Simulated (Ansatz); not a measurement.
# Abstraction of F: MgHF + C2H5Sn → MgH + C2H5FSn

Species: MgHF `[F][MgH]`, singlet; C2H5Sn `C=[CH][SnH2]`, doublet; MgH, doublet; C2H5FSn `C=[CH][SnH2][F]`, singlet. A radical takes F: the energy is the difference in strength between the Mg–F bond broken and the Sn–F bond made.

Shapes, held fixed at every level: PBE0-D4/def2-TZVP. Flexible molecules stand in one conformer, not always the lowest. Programs: Ansatz 0.2.0. The zero-point and thermal change to 298 K, harmonic and unscaled (PBE0-D4/def2-TZVP), is +0.8 kJ/mol.

```
             level                    kind  ΔH(298 K) (kJ/mol)  less CCSD(T)/def2-TZVPP
      MP2/def2-SVP     perturbation theory               +97.3                     +1.9
       HF/def2-SVP            Hartree–Fock              +101.0                     +5.6
 PBE-D4/def2-TZVPP                     GGA               +90.9                     -4.5
PBE0-D4/def2-TZVPP           global hybrid               +89.6                     -5.8
wB97M-V/def2-TZVPP  range-separated hybrid              +104.3                     +8.9
 B2PLYP/def2-TZVPP           double hybrid               +99.4                     +4.0
  CCSD(T)/def2-SVP   coupled cluster or CI              +110.9                    +15.5
CCSD(T)/def2-TZVPP   coupled cluster or CI               +95.4                      0.0
```

The highest level, CCSD(T)/def2-TZVPP, gives ΔH(298 K) = +95.4 kJ/mol; the levels span +89.6 to +110.9. The column of differences is taken from that level and isn't an error. No measured value is set beside it here. Spin contamination: C2H5Sn (⟨S²⟩ up to 0.83). Open shells run unrestricted. For atoms past krypton def2 sets carry core potentials with scalar relativity. Outer-core shells of Mg, Sn are correlated in most correlated rows, in sets that cover them unevenly.

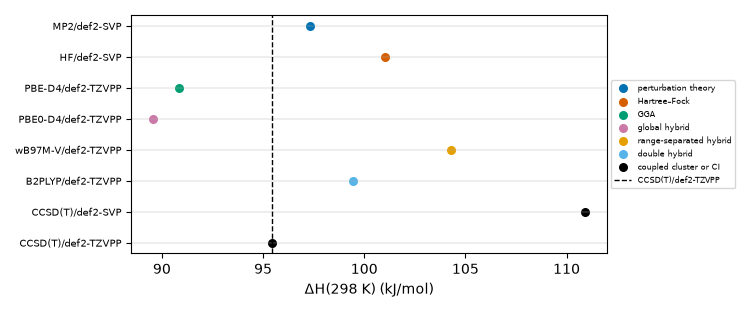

The values of the table, level by level.
